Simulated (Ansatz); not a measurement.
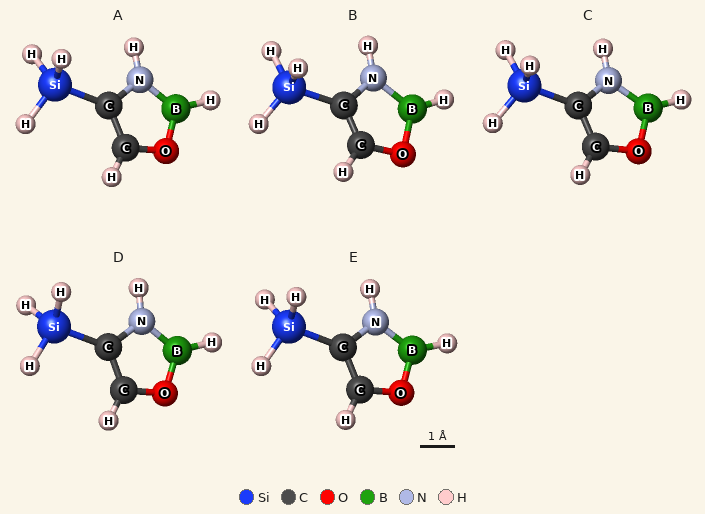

5 geometries from one relaxation of C2H6BNOSi (coarse preliminary run), in shuffled order. The picture is a ball-and-stick view, seen at a tilt.

The start comes from a force field.

Theory: Ansatz 0.2.0, RKS PBE-D4/def2-SVP. (force threshold 0.03 eV/Å; at most 200 steps)

**Order the frames from highest to lowest energy.**

B, C, A, E, D. They are steps 0, 1, 3, 4, 9, at +0.922 eV, +0.216 eV, +0.080 eV, +0.017 eV relative to the last. The energy falls by 0.922 eV in 9 geometry steps. Largest force component: 4.3 eV/Å at the start, 0.012 eV/Å at the end. An H atom moves most after the best rigid fit: 0.61 Å. Largest moves by element: H 0.61 Å, O 0.23 Å, C 0.21 Å, N 0.19 Å, Si 0.10 Å, B 0.07 Å. Some distances before and after: B–O 1.546 → 1.402 Å, B–N 1.514 → 1.424 Å, H–Si 1.433 → 1.502 Å, C–C 1.310 → 1.371 Å. Among the angles between lasting bonds that change: C–O–B 99.5° → 107.4°, C–C–H 123.5° → 130.5°, C–C–N 111.6° → 105.9°. Groups turn about C–Si by about 35°. The run took 12 s on 4 threads of Intel Xeon Platinum 8488C, on a shared host.
